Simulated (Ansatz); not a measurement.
# SiNH3 (singlet): one geometry, many settings at distance Si1–H3 = 1.386 Å

What do other methods and options give for SiNH3 (singlet) at this geometry, and how long do they take?

The runs use Ansatz 0.2.0, Gaussian basis; the settings change from run to run.

27 further runs of the same task are left out: 2 for a known fault of the program, 17 that didn't finish, 8 set aside as unsound or not needed.

**1. The geometry**

The geometry derives from a PBE0/def2-TZVP stationary point (not a proven minimum). One bond is set to the value named and the two fragments are kept rigid.

5 atoms, charge 0, spin multiplicity 1.

Atoms are counted from 1 here; the program's logs count them from 0.

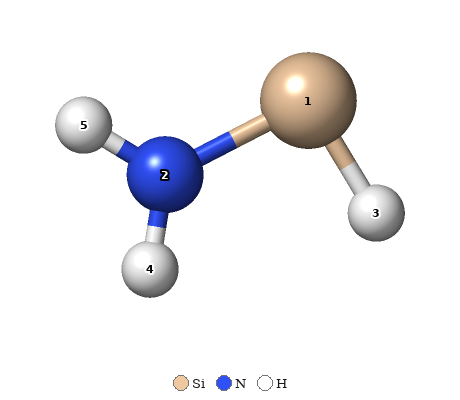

The geometry (silicon light orange, nitrogen blue, hydrogen white); atoms are numbered from 1 in the order of the file.

**2. MP2 on RHF/cc-pVDZ**

Input file in.yaml:

```yaml
crystal:
  periodic: [false, false, false]
  atoms:
    - {symbol: Si, position_ang: [0.000000, -0.077892, 0.625054]}
    - {symbol: N, position_ang: [0.000000, 0.052638, -1.076976]}
    - {symbol: H, position_ang: [0.000000, 1.292950, 0.829470]}
    - {symbol: H, position_ang: [0.000000, 0.908430, -1.609607]}
    - {symbol: H, position_ang: [0.000000, -0.762433, -1.670468]}
basis:
  gaussian: {orbitals: cc-pVDZ}
magnetization: {spin_polarized: false}
correlation: {method: mp2, electrons: outside_noble_gas}
output: {forces: true}
```

On the command line:

```
ansatz run in.yaml --threads 1 --pin off --events-out ev --progress --plain --max-ram 2393MiB
```

Output:

```text
Functional definition: HF
  name "HF"
  cite "Fock, Z. Phys. 61, 126 (1930) doi:10.1007/BF01340294"
  parent pbe
  exchange = exact_x
  correlation = 0
449 factors; integrals over basis functions are off by at most 1.4e-3 eV
mean field evaluation 1: about -9389.0137 eV, gradient 2.7e1 eV
mean field evaluation 2: about -9389.0158 eV, gradient 2.7e1 eV
mean field evaluation 4: about -9390.6928 eV, gradient 2.2e0 eV
mean field evaluation 8: about -9390.7123 eV, gradient 3.8e-4 eV
mean field -9390.71231862 eV, -345.1023124558 hartree, gradient 1.2e-6 eV, S^2 0.000000; 0 other end points of the search recorded, 0 dependent functions left out
6 core orbitals not correlated: weight in the atoms' cores, before any rotation towards them, 1.000 or more for the frozen orbitals, at most 0.000 for the correlated occupied ones
reference -9390.71231862 eV, -345.1023124558 hartree; 6, 6 occupied and 35, 35 virtual orbitals, 449 factors
second order -7.09954599 eV of doubles, -0.00000000 eV of singles
the calculation of the forces begins
Total energy: -9397.81186461 eV, -345.3632159588 hartree
Atom 0 at     0.000000    -0.077892     0.625054 Å, force     0.000000    -3.040397     0.363669 eV/Å
Atom 1 at     0.000000     0.052638    -1.076976 Å, force    -0.000000    -0.035995    -0.294244 eV/Å
Atom 2 at     0.000000     1.292950     0.829470 Å, force     0.000000     3.021413     0.499459 eV/Å
Atom 3 at     0.000000     0.908430    -1.609607 Å, force     0.000000     0.393309    -0.274755 eV/Å
Atom 4 at     0.000000    -0.762433    -1.670468 Å, force     0.000000    -0.338331    -0.294129 eV/Å
Dipole moment:    -0.000000     0.138837    -0.463445 e Å
```

It took 0.48 s on 1 thread of Arm Neoverse V1, shared host.

**3. BCCD/cc-pVDZ**

in.yaml, as its differences from that of step 2:

```diff
@@ -11,3 +11,4 @@
 magnetization: {spin_polarized: false}
-correlation: {method: mp2, electrons: outside_noble_gas}
-output: {forces: true}
+hamiltonian: {xc: {name: B3LYP}}
+correlation: {method: bccd, electrons: outside_noble_gas}
+scf: {omitted_lower_state_checks: [cluster_reference]}
```

Same command.

Output, cut to the lines that bear on the results:

```text
Functional definition: B3LYP
  name "B3LYP"
  cite "Stephens, Devlin, Chabalowski & Frisch, J. Phys. Chem. 98, 11623 (1994) doi:10.1021/j100096a001"
  cite "Becke, Phys. Rev. A 38, 3098 (1988) doi:10.1103/PhysRevA.38.3098"
  cite "Lee, Yang & Parr, Phys. Rev. B 37, 785 (1988) doi:10.1103/PhysRevB.37.785"
  cite "Vosko, Wilk & Nusair, Can. J. Phys. 58, 1200 (1980) doi:10.1139/p80-159"
[...]
449 factors; integrals over basis functions are off by at most 1.4e-3 eV
[...]
mean field -9416.19979687 eV, -346.0389600054 hartree, gradient 1.1e-6 eV, S^2 0.000000; 0 other end points of the search recorded, 0 dependent functions left out
6 core orbitals not correlated: weight in the atoms' cores, before any rotation towards them, 1.000 or more for the frozen orbitals, at most 0.000 for the correlated occupied ones
reference -9390.37939677 eV, -345.0900778034 hartree; 6, 6 occupied and 35, 35 virtual orbitals, 449 factors
second order -7.41665637 eV of doubles, -0.21033135 eV of singles
cycle   1  -7.85167842 eV  change   -2.3e-1 eV  update   8.0e-2
[...]
cycle   9  -8.16126858 eV  change   -2.0e-6 eV  update   7.0e-6
Total energy: -9398.54066534 eV, -345.3899988916 hartree
Checks for a lower state left out: cluster_reference
```

Run time: 1.3 s. Hardware: 1 thread of Arm Neoverse V1, shared host.

From the report: correlation -8.1613 eV; largest double amplitude 0.08.

**4. NEVPT2(2,5)/STO-3G**

in.yaml, as its differences from that of step 3:

```diff
@@ -9,6 +9,5 @@
 basis:
-  gaussian: {orbitals: cc-pVDZ}
-magnetization: {spin_polarized: false}
-hamiltonian: {xc: {name: B3LYP}}
-correlation: {method: bccd, electrons: outside_noble_gas}
-scf: {omitted_lower_state_checks: [cluster_reference]}
+  gaussian: {orbitals: STO-3G}
+correlation: {method: sc_nevpt2, electrons: outside_noble_gas, active_space: {window: {electrons: 2, orbitals: 5}}}
+scf: {lower_state_search: off}
+output: {forces: true}
```

Same command.

Output, cut to the lines that bear on the results:

```text
Functional definition: HF
  name "HF"
  cite "Fock, Z. Phys. 61, 126 (1930) doi:10.1007/BF01340294"
  parent pbe
[...]
201 factors; integrals over basis functions are off by at most 2.4e-5 eV
[...]
mean field -9280.21035763 eV, -341.0414402902 hartree, gradient 7.9e-6 eV, S^2 0.000000; 0 other end points of the search recorded, 0 dependent functions left out
reference -9280.21035763 eV, -341.0414402902 hartree; 12, 12 occupied and 5, 5 virtual orbitals, 201 factors
state -9280.61461082 eV, -341.0562963211 hartree
state -9280.61461082 eV, -341.0562963211 hartree; corrected -9282.28786694 eV, -341.1177873492 hartree
WARN: 1 active orbitals are nearly empty or full. The corrections depend on them more than the energy does, and are more stable in an active space without them
[...]
Total energy: -9282.28786694 eV, -341.1177873492 hartree
Atom 0 at     0.000000    -0.077892     0.625054 Å, force     0.000000    -2.696473    -0.796876 eV/Å
Atom 1 at     0.000000     0.052638    -1.076976 Å, force    -0.000000     0.136717     2.641962 eV/Å
Atom 2 at     0.000000     1.292950     0.829470 Å, force    -0.000000     2.582307     0.190662 eV/Å
Atom 3 at     0.000000     0.908430    -1.609607 Å, force    -0.000000     1.055341    -0.950770 eV/Å
Atom 4 at     0.000000    -0.762433    -1.670468 Å, force     0.000000    -1.077892    -1.084977 eV/Å
Dipole moment:    -0.000000     0.004133    -0.227439 e Å
Checks for a lower state left out: stability, starts, cluster_reference, orbital_swaps, neighbouring_geometries, increment
```

Wall time 0.27 s (1 thread of Arm Neoverse V1, shared host).

From the report: 17 determinants; active occupations 1.96, 0.03, 0.01, 0.00, 0.00. The report marks this result as in doubt.

**5. CCSD/6-31G***

in.yaml, as its differences from that of step 4:

```diff
@@ -9,4 +9,6 @@
 basis:
-  gaussian: {orbitals: STO-3G}
-correlation: {method: sc_nevpt2, electrons: outside_noble_gas, active_space: {window: {electrons: 2, orbitals: 5}}}
+  gaussian: {orbitals: "6-31G*"}
+magnetization: {spin_polarized: false}
+hamiltonian: {xc: {name: PBE0}}
+correlation: {method: ccsd, electrons: all, diis_vectors: 4}
 scf: {lower_state_search: off}
```

Launched as before.

Output, cut to the lines that bear on the results:

```text
Functional definition: PBE0
  name "PBE0"
  cite "Adamo & Barone, J. Chem. Phys. 110, 6158 (1999) doi:10.1063/1.478522"
  cite "Perdew, Burke & Ernzerhof, Phys. Rev. Lett. 77, 3865 (1996) doi:10.1103/PhysRevLett.77.3865"
  parent pbe
[...]
398 factors; integrals over basis functions are off by at most 1.4e-3 eV
[...]
mean field -9409.89738205 eV, -345.8073505327 hartree, gradient 4.5e-6 eV, S^2 0.000000; 0 other end points of the search recorded, 0 dependent functions left out
reference -9389.87033616 eV, -345.0713701713 hartree; 12, 12 occupied and 28, 28 virtual orbitals, 398 factors
second order -7.17083061 eV of doubles, -0.21311068 eV of singles
cycle   1  -7.52975920 eV  change   -1.5e-1 eV  update   7.5e-2
[...]
cycle  10  -7.82265506 eV  change    7.2e-7 eV  update   5.1e-6
[...]
Total energy: -9397.69299123 eV, -345.3588474425 hartree
Atom 0 at     0.000000    -0.077892     0.625054 Å, force    -0.000000    -3.094103    -0.079961 eV/Å
Atom 1 at     0.000000     0.052638    -1.076976 Å, force    -0.000000    -0.055057    -0.050973 eV/Å
Atom 2 at     0.000000     1.292950     0.829470 Å, force    -0.000000     3.102795     0.493307 eV/Å
Atom 3 at     0.000000     0.908430    -1.609607 Å, force     0.000000     0.266046    -0.167532 eV/Å
Atom 4 at     0.000000    -0.762433    -1.670468 Å, force    -0.000000    -0.219681    -0.194841 eV/Å
Dipole moment:     0.000000     0.166829    -0.451392 e Å
Checks for a lower state left out: starts, cluster_reference, orbital_swaps, neighbouring_geometries, increment
```

Wall time 2.4 s (1 thread of Arm Neoverse V1, shared host).

From the report: correlation -7.8227 eV; T1 0.006; largest double amplitude 0.08. The orbitals are Kohn-Sham ones, so correlation energy and T1 don't compare with those on Hartree-Fock orbitals.

**6. NEVPT2(4,3)/STO-3G**

in.yaml, as its differences from that of step 5:

```diff
@@ -9,7 +9,3 @@
 basis:
-  gaussian: {orbitals: "6-31G*"}
-magnetization: {spin_polarized: false}
-hamiltonian: {xc: {name: PBE0}}
-correlation: {method: ccsd, electrons: all, diis_vectors: 4}
-scf: {lower_state_search: off}
-output: {forces: true}
+  gaussian: {orbitals: STO-3G}
+correlation: {method: sc_nevpt2, electrons: all, active_space: {window: {electrons: 4, orbitals: 3}, states: [{multiplicity: 1, weights: [0.5, 0.5, 0.5]}]}}
```

Same command.

Output, cut to the lines that bear on the results:

```text
Functional definition: HF
  name "HF"
  cite "Fock, Z. Phys. 61, 126 (1930) doi:10.1007/BF01340294"
  parent pbe
[...]
284 factors; integrals over basis functions are off by at most 2.7e-8 eV
[...]
mean field -9280.21045900 eV, -341.0414440156 hartree, gradient 9.3e-6 eV, S^2 0.000000; 0 other end points of the search recorded, 0 dependent functions left out
reference -9280.21045900 eV, -341.0414440156 hartree; 12, 12 occupied and 5, 5 virtual orbitals, 284 factors
state -9280.41183363 eV, -341.0488443968 hartree
state -9274.92280514 eV, -340.8471263206 hartree
state -9272.29698554 eV, -340.7506292301 hartree
state -9280.41183363 eV, -341.0488443968 hartree; corrected -9282.62155278 eV, -341.1300500778 hartree
state -9274.92280514 eV, -340.8471263206 hartree; corrected -9277.30508535 eV, -340.9346735032 hartree
state -9272.29698554 eV, -340.7506292301 hartree; corrected -9275.09079342 eV, -340.8532997758 hartree
Total energy: -9278.33914385 eV, -340.9726744522 hartree
```

Run time: 0.15 s. Hardware: 1 thread of Arm Neoverse V1, shared host.

From the report: 5 determinants; active occupations (of the averaged states) 1.65, 1.64, 0.71.

**7. CCSD/cc-pVDZ**

in.yaml, as its differences from that of step 6:

```diff
@@ -9,3 +9,6 @@
 basis:
-  gaussian: {orbitals: STO-3G}
-correlation: {method: sc_nevpt2, electrons: all, active_space: {window: {electrons: 4, orbitals: 3}, states: [{multiplicity: 1, weights: [0.5, 0.5, 0.5]}]}}
+  gaussian: {orbitals: cc-pVDZ}
+magnetization: {spin_polarized: false}
+hamiltonian: {xc: {name: r2SCAN}}
+correlation: {method: ccsd, electrons: outside_noble_gas}
+scf: {lower_state_search: light}
```

Same command.

Output, cut to the lines that bear on the results:

```text
Functional definition: r2SCAN
  name "r2SCAN"
  cite "Furness, Kaplan, Ning, Perdew & Sun, J. Phys. Chem. Lett. 11, 8208 (2020) doi:10.1021/acs.jpclett.0c02405"
  cite "Furness, Kaplan, Ning, Perdew & Sun, J. Phys. Chem. Lett. 11, 9248 (2020) doi:10.1021/acs.jpclett.0c03077"
  parent r2scan
[...]
449 factors; integrals over basis functions are off by at most 1.4e-3 eV
[...]
mean field -9413.88010112 eV, -345.9537127591 hartree, gradient 6.5e-6 eV, S^2 0.000000; 0 other end points of the search recorded, 0 dependent functions left out
6 core orbitals not correlated: weight in the atoms' cores, before any rotation towards them, 1.000 or more for the frozen orbitals, at most 0.000 for the correlated occupied ones
reference -9390.37069421 eV, -345.0897579904 hartree; 6, 6 occupied and 35, 35 virtual orbitals, 449 factors
second order -7.43222979 eV of doubles, -0.21765942 eV of singles
cycle   1  -7.85449447 eV  change   -2.1e-1 eV  update   8.1e-2
[...]
cycle   9  -8.17617446 eV  change   -3.0e-6 eV  update   1.1e-5
Total energy: -9398.54686867 eV, -345.3902268599 hartree
```

Wall time 2.3 s (1 thread of Arm Neoverse V1, shared host).

From the report: correlation -8.1762 eV; T1 0.013; largest double amplitude 0.08. The orbitals are Kohn-Sham ones, so correlation energy and T1 don't compare with those on Hartree-Fock orbitals.

**8. BCCD(T) on RHF/6-31++G****

in.yaml, as its differences from that of step 7:

```diff
@@ -9,6 +9,5 @@
 basis:
-  gaussian: {orbitals: cc-pVDZ}
+  gaussian: {orbitals: "6-31++G**"}
 magnetization: {spin_polarized: false}
-hamiltonian: {xc: {name: r2SCAN}}
-correlation: {method: ccsd, electrons: outside_noble_gas}
-scf: {lower_state_search: light}
+correlation: {method: bccd_t, electrons: outside_noble_gas}
+output: {forces: true}
```

The command is unchanged.

Output, cut to the lines that bear on the results:

```text
Functional definition: HF
  name "HF"
  cite "Fock, Z. Phys. 61, 126 (1930) doi:10.1007/BF01340294"
  parent pbe
[...]
536 factors; integrals over basis functions are off by at most 1.7e-3 eV
[...]
mean field -9390.53179217 eV, -345.0956782313 hartree, gradient 1.2e-6 eV, S^2 0.000000; 0 other end points of the search recorded, 0 dependent functions left out
6 core orbitals not correlated: weight in the atoms' cores, before any rotation towards them, 1.000 or more for the frozen orbitals, at most 0.000 for the correlated occupied ones
reference -9390.53179217 eV, -345.0956782313 hartree; 6, 6 occupied and 48, 48 virtual orbitals, 536 factors
second order -7.11100874 eV of doubles, -0.00000000 eV of singles
cycle   1  -7.54341138 eV  change   -4.3e-1 eV  update   7.6e-2
[...]
cycle  11  -7.82950083 eV  change   -4.0e-6 eV  update   2.3e-6
perturbative correction -0.23155225 eV, -0.0085093883 hartree
[...]
Total energy: -9398.59284525 eV, -345.3919164680 hartree
Atom 0 at     0.000000    -0.077892     0.625054 Å, force     0.000000    -2.804163     0.314794 eV/Å
Atom 1 at     0.000000     0.052638    -1.076976 Å, force    -0.000000    -0.040026    -0.518802 eV/Å
Atom 2 at     0.000000     1.292950     0.829470 Å, force     0.000000     2.786160     0.437858 eV/Å
Atom 3 at     0.000000     0.908430    -1.609607 Å, force    -0.000000     0.139939    -0.107503 eV/Å
Atom 4 at     0.000000    -0.762433    -1.670468 Å, force     0.000000    -0.081910    -0.126347 eV/Å
Dipole moment:     0.000000     0.130077    -0.380084 e Å
```

It took 3.3 s on 1 thread of Arm Neoverse V1, shared host.

From the report: correlation -8.0611 eV; largest double amplitude 0.05.

**9. HF/cc-pVDZ**

in.yaml, as its differences from that of step 8:

```diff
@@ -9,5 +9,5 @@
 basis:
-  gaussian: {orbitals: "6-31++G**"}
-magnetization: {spin_polarized: false}
-correlation: {method: bccd_t, electrons: outside_noble_gas}
-output: {forces: true}
+  gaussian: {orbitals: cc-pVDZ}
+magnetization: {spin_polarized: true, initial_magnetization: 0}
+hamiltonian: {xc: hf}
+output: {forces: true, orbitals: {seedname: orbitals}}
```

Launched as before.

Output, cut to the lines that bear on the results:

```text
Functional definition: HF
  name "HF"
  cite "Fock, Z. Phys. 61, 126 (1930) doi:10.1007/BF01340294"
  parent pbe
[...]
449 factors; integrals over basis functions are off by at most 1.4e-3 eV
[...]
mean field -9390.71231862 eV, -345.1023124558 hartree, gradient 6.2e-6 eV, S^2 0.000000; 0 other end points of the search recorded, 0 dependent functions left out
[...]
reference -9390.71231862 eV, -345.1023124558 hartree; 12, 12 occupied and 35, 35 virtual orbitals, 449 factors
Total energy: -9390.71231862 eV, -345.1023124558 hartree
Atom 0 at     0.000000    -0.077892     0.625054 Å, force     0.000000    -2.855255    -0.189643 eV/Å
Atom 1 at     0.000000     0.052638    -1.076976 Å, force     0.000000    -0.170041    -0.665290 eV/Å
Atom 2 at     0.000000     1.292950     0.829470 Å, force    -0.000000     2.997996     0.624763 eV/Å
Atom 3 at     0.000000     0.908430    -1.609607 Å, force    -0.000000    -0.257946     0.126783 eV/Å
Atom 4 at     0.000000    -0.762433    -1.670468 Å, force    -0.000000     0.285246     0.103387 eV/Å
Dipole moment:    -0.000000     0.150290    -0.398843 e Å
```

Wall time 0.57 s (1 thread of Arm Neoverse V1, shared host).

From the report: ⟨S²⟩ of the determinant 0.000 (pure singlet: 0.00).

**10. BCCD(T) on UHF/6-31G**

in.yaml, as its differences from that of step 9:

```diff
@@ -9,5 +9,6 @@
 basis:
-  gaussian: {orbitals: cc-pVDZ}
+  gaussian: {orbitals: 6-31G}
 magnetization: {spin_polarized: true, initial_magnetization: 0}
-hamiltonian: {xc: hf}
-output: {forces: true, orbitals: {seedname: orbitals}}
+correlation: {method: bccd_t, electrons: all}
+accuracy: high
+output: {forces: true}
```

Launched as before.

Output, cut to the lines that bear on the results:

```text
Functional definition: HF
  name "HF"
  cite "Fock, Z. Phys. 61, 126 (1930) doi:10.1007/BF01340294"
  parent pbe
[...]
671 factors; integrals over basis functions are off by at most 3.3e-9 eV
[...]
mean field -9388.81488138 eV, -345.0325829235 hartree, gradient 2.2e-8 eV, S^2 0.000000; 3 other end points of the search recorded, 0 dependent functions left out
determinant -9388.81488138 eV, -345.0325829235 hartree, with singles and doubles -9393.79322453 eV, -345.2155336596 hartree
determinant -9386.11027286 eV, -344.9331903936 hartree, with singles and doubles -9391.09489242 eV, -345.1163717838 hartree
reference -9388.81488138 eV, -345.0325829235 hartree; 12, 12 occupied and 16, 16 virtual orbitals, 671 factors
second order -4.43566385 eV of doubles, -0.00000000 eV of singles
cycle   1  -4.96253414 eV  change    1.6e-2 eV  update   1.0e-2
[...]
cycle  18  -4.96318760 eV  change  -7.8e-10 eV  update  8.0e-10
perturbative correction -0.12374818 eV, -0.0045476617 hartree
[...]
Total energy: -9393.90181716 eV, -345.2195243654 hartree
Atom 0 at     0.000000    -0.077892     0.625054 Å, force     0.000000    -3.721422     1.520596 eV/Å
Atom 1 at     0.000000     0.052638    -1.076976 Å, force    -0.000000     0.013490    -1.638875 eV/Å
Atom 2 at     0.000000     1.292950     0.829470 Å, force    -0.000000     3.630725     0.603119 eV/Å
Atom 3 at     0.000000     0.908430    -1.609607 Å, force    -0.000000     0.396594    -0.226604 eV/Å
Atom 4 at     0.000000    -0.762433    -1.670468 Å, force     0.000000    -0.319388    -0.258236 eV/Å
Dipole moment:    -0.000000     0.196712    -0.483809 e Å
```

Run time: 7.5 s. Hardware: 1 thread of Arm Neoverse V1, shared host.

From the report: ⟨S²⟩ of the determinant 0.000 (pure singlet: 0.00); correlation -5.0869 eV; largest double amplitude 0.07.

**11. The runs in one table**

Where basis and cores are those of an earlier RCCSDT(Q)/cc-pVDZ run (-9398.8731 eV), and the state is the same kind, the miss against it is given. † marks a result that the program doubts.

```csv
level,correlated,functions,energy (eV),from RCCSDT(Q) (meV),time
MP2 on RHF/cc-pVDZ,outside noble gas,47,-9397.8119,1061.2,0.48 s
BCCD/cc-pVDZ (on B3LYP orbitals),outside noble gas,47,-9398.5407,332.4,1.3 s
"NEVPT2(2,5)/STO-3G †",outside noble gas,17,-9282.2879,,0.27 s
CCSD/6-31G* (on PBE0 orbitals),all,40,-9397.6930,,2.4 s
"NEVPT2(4,3)/STO-3G (mean of several states)",all,17,-9278.3391,,0.15 s
CCSD/cc-pVDZ (on r2SCAN orbitals),outside noble gas,47,-9398.5469,326.2,2.3 s
BCCD(T) on RHF/6-31++G**,outside noble gas,60,-9398.5928,,3.3 s
HF/cc-pVDZ,,47,-9390.7123,8160.8,0.57 s
BCCD(T) on UHF/6-31G,all,28,-9393.9018,,7.5 s
```

**12. Summary of results**

| quantity | value |
| --- | --- |
| runs | 9 |
| quickest | NEVPT2(4,3)/STO-3G (mean of several states), 0.15 s |
| slowest | BCCD(T) on UHF/6-31G, 7.5 s |

In words: Total energies in different bases, with other cores or another treatment of relativity can't be set against each other. BCCD(T) on UHF/6-31G took 50 times as long as NEVPT2(4,3)/STO-3G (mean of several states); the jobs differ in more than the method. Among the correlated runs with a miss given, it spans +326 to +1061 meV. Hartree-Fock, CASSCF and CASCI lack dynamic correlation by design. Cores frozen from Kohn-Sham orbitals shift the total energy.
